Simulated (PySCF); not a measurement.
```json
{"atom": "Si", "x (Å)": "2.2594", "y (Å)": "-0.4984", "z (Å)": "-0.3632"}
{"atom": "C", "x (Å)": "0.4263", "y (Å)": "-0.1925", "z (Å)": "-0.1790"}
{"atom": "C", "x (Å)": "-0.3151", "y (Å)": "-0.0141", "z (Å)": "0.9182"}
{"atom": "C", "x (Å)": "-1.7294", "y (Å)": "0.2464", "z (Å)": "0.7591"}
{"atom": "C", "x (Å)": "-2.0920", "y (Å)": "0.2096", "z (Å)": "-0.5455"}
{"atom": "S", "x (Å)": "-0.7238", "y (Å)": "-0.2778", "z (Å)": "-1.5095"}
{"atom": "H", "x (Å)": "2.7042", "y (Å)": "0.4490", "z (Å)": "-1.5296"}
{"atom": "H", "x (Å)": "2.2642", "y (Å)": "-1.9402", "z (Å)": "-0.4602"}
{"atom": "H", "x (Å)": "3.2379", "y (Å)": "-0.2542", "z (Å)": "0.7678"}
{"atom": "H", "x (Å)": "0.0563", "y (Å)": "0.1035", "z (Å)": "1.9310"}
{"atom": "H", "x (Å)": "-2.4825", "y (Å)": "0.3797", "z (Å)": "1.5527"}
{"atom": "H", "x (Å)": "-3.1599", "y (Å)": "0.3927", "z (Å)": "-0.9636"}
```

Geometry: GFN2-xTB, MD frame at 250 fs, 400 K.

All numbers below come from PySCF, PBE0/pcSseg-1, SCF density, gas phase, non-relativistic.

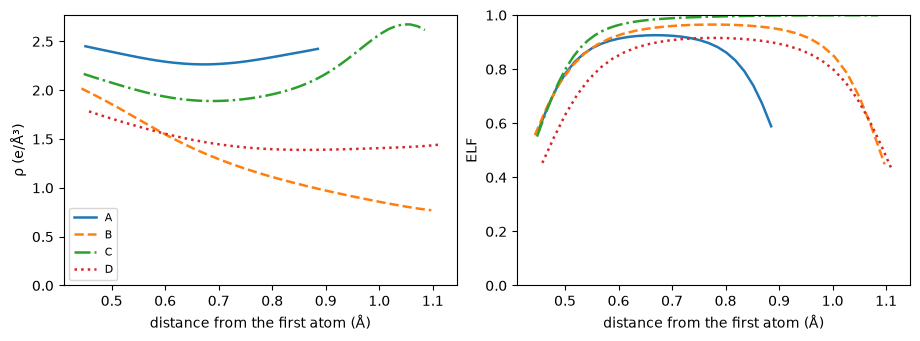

C4H6SSi (SMILES [SiH3]c1cccs1). Total electron density and ELF along straight lines between neighbouring atoms. The curves leave out the atomic cores.

Which curve belongs to which contact (C–C, C–H, C–S and C–Si)? The first atom named is at distance zero.

Curve A: C–C (1.34 Å): ρ is about 2.3 e/Å³ halfway; the ELF peaks at about 0.95 between the atoms (a short, multiple covalent bond). Curve B: C–Si (1.87 Å): the density is about 0.93 e/Å³ at the midpoint; the ELF peaks at about 0.95 between the atoms: a covalent bond. Curve C: C–H (1.09 Å): ρ is about 2 e/Å³ halfway; the ELF climbs to about 1 towards the hydrogen, as it does in any bond to H; a covalent bond by its length. Curve D: C–S (1.74 Å): ρ at the midpoint is about 1.4 e/Å³; the ELF peaks at about 0.90 between the atoms (a shared electron pair).
